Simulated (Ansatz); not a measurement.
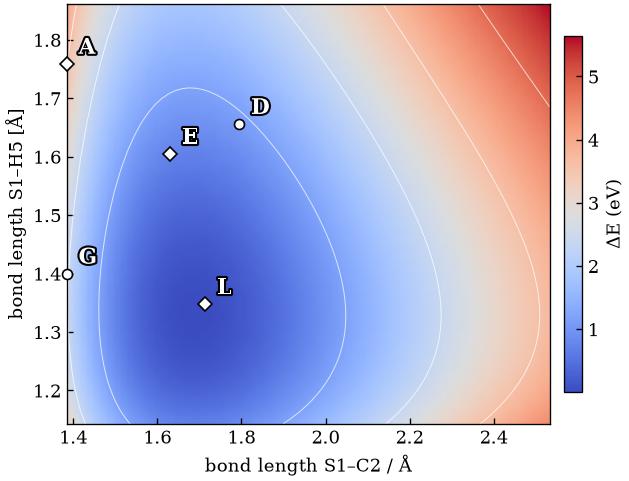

C2H2SSe, SMILES SC#C[SeH]. The first coordinate is: bond length S1–C2; the second: bond length S1–H5. Nothing is relaxed (all other coordinates rigid). Grid: 15 × 15 points. All energies are given in eV relative to the relaxed molecule at the same level. The reference is spin-restricted, which grows unreliable where a bond is stretched far. These are results of Ansatz, RHF/def2-TZVP, not measurements.

Drawn: a smooth colour map with a few white contour lines, lettered points. Between grid points the surface is interpolated.

Question: Is L the lowest point of the computed grid?

Answer: Yes. L, at bond length S1–C2 = 1.713 Å, bond length S1–H5 = 1.348 Å, has the lowest energy of the grid.

Question: What kind of point is each of D, L: minimum, saddle, maximum or slope?

Answer: D: on a slope; L: minimum. (In these two coordinates alone; a stationary point may lie a little off the grid point.)

Question: Rank the lettered points by energy, lowest first.

Answer: L (0.014 eV), E (0.75 eV), D (1.10 eV), G (2.49 eV), A (3.60 eV).
